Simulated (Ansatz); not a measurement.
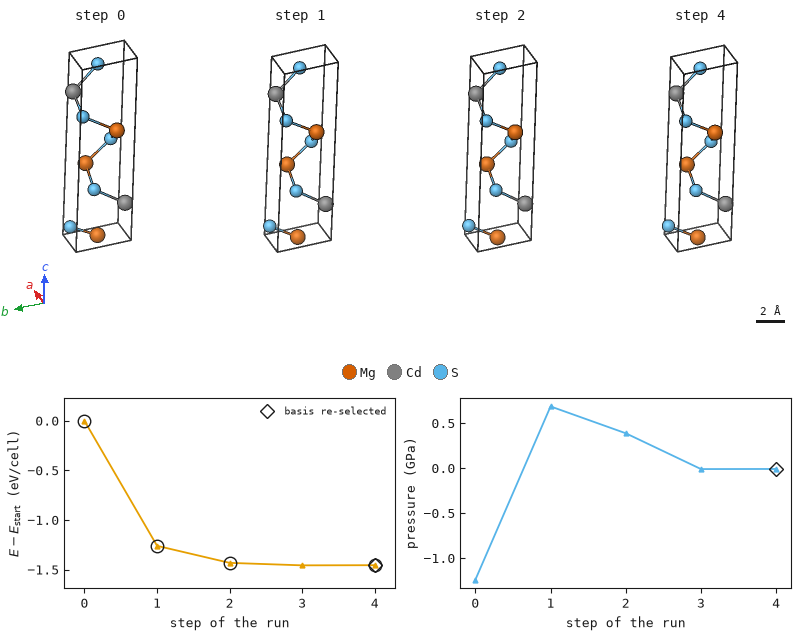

Frames of a relaxation of a crystal of Mg3Cd2S5 (a generated structure, set up in P1) (coarse preliminary run), marked on the history of the run. The picture is a ball-and-stick view of the cell of the calculation, reduced to other axes, seen from a free direction. Lengths and directions refer to the drawn axes.

Computed with DFT PBE, scalar-relativistic, plane waves, PAW in Ansatz 0.2.0.

Input
```yaml
crystal:
  lattice:
    - [-0.0030047053, -4.1278109077, -0.005636234]
    - [4.2260847979, 0.0030047053, -0.0023771164]
    - [-2.1198929294, 2.0822081068, 14.7655168344]
  atoms:
    - { symbol: Mg, position: [0.6770321229, 0.6978903689, 0.3993230733] }
    - { symbol: Mg, position: [0.3058876266, 0.3336747357, 0.5918280415] }
    - { symbol: Mg, position: [0.5361099702, 0.51801162, 0.0151227182] }
    - { symbol: Cd, position: [0.9434117287, 0.8530765272, 0.7952807337] }
    - { symbol: Cd, position: [0.0723106474, 0.0986963255, 0.1999653793] }
    - { symbol: S, position: [0.320842149, 0.8322124306, 0.6972101385] }
    - { symbol: S, position: [0.9169064165, 0.4302627579, 0.9035378182] }
    - { symbol: S, position: [0.5381363006, 0.0993066272, 0.0854508576] }
    - { symbol: S, position: [0.1538740798, 0.6384312374, 0.3070945093] }
    - { symbol: S, position: [0.7854889582, 0.2484373697, 0.5051867305] }
basis:
  ecutwfc: 420
kpoints:
  mp_grid: { grid: [4, 4, 4] }
hamiltonian:
  xc: pbe
scf:
  occupations: { method: gaussian, width: 0.1 }
  lower_state_search: "off"
output:
  forces: true
  stress: true
  eigenvalues: true
relax:
  adjacent_minimum: "off"
  f_tol: 0.025
  max_steps: 60
  cell: { stress_tol: 0.25 }
```

Run as
```bash
ansatz run input.yaml --threads 4 --pin off --max-ram 8192MiB --backend cpu --events-out ev --progress --plain --runs-dir out
```

**Describe the path.**

The atom that moves furthest relative to the cell is S8 (0.27 Å in a general direction near [0 3 1]). By element the largest moves are S 0.27 Å, Cd 0.25 Å, Mg 0.25 Å. The drawn cell changes as follows: a 4.128 → 4.105 Å (−0.6 %), b 4.226 → 4.103 Å (−2.9 %), c 15.046 → 14.682 Å (−2.4 %), β 97.7° → 98.0°, γ 90.1° → 89.9°; the volume changes by −5.9 %. Near-neighbour distances that change, for instance: Mg3–S7 2.849 → 2.468 Å, Mg2–S6 2.817 → 2.469 Å, Mg3–S8 2.186 → 2.469 Å, Cd4–S6 2.285 → 2.557 Å. Among the angles between lasting bonds that change: S8–Mg3–S8 127.0° → 112.4°, Mg3–S8–Mg3 127.0° → 112.4°, Mg3–S7–Cd4 121.8° → 109.6°. The space group stays P1 (No. 1). The energy falls by 1.454 eV per cell of the calculation in 3 accepted moves (4 points after the start). The largest force component goes from 2.4 to 0.016 eV/Å. The pressure goes from −1.24 to −0.01 GPa. The SCF was repeated once at an unchanged geometry on a basis and grid sized afresh for the cell, which shifted the energy by 1.6 meV per cell of the calculation at most. Cost: 95 s on 4 threads of Intel(R) Xeon(R) Processor @ 2.50GHz (Skylake/Cascade Lake) (shared host), peak memory 0.91 GiB. From step 0 to 1: Mg3 moves most (0.19 Å), volume −6.6 %, energy −1.259 eV per cell of the calculation. From step 1 to 2: S8 moves most (0.11 Å), volume +0.2 %, energy −0.172 eV per cell of the calculation. From step 2 to 4: Cd4 moves most (0.10 Å), volume +0.7 %, energy −23.4 meV per cell of the calculation.

```csv
step,"E − E(0), meV/atom","largest force component, eV/Å","pressure, GPa","volume, Å³/atom",note
0,0.00,2.4453,-1.24,25.751,
1,-125.91,0.9840,0.69,24.039,
2,-143.08,0.2729,0.39,24.079,
3,-145.58,0.0160,-0.01,24.241,
4,-145.42,0.0160,-0.01,24.241,"same geometry, new basis"
```
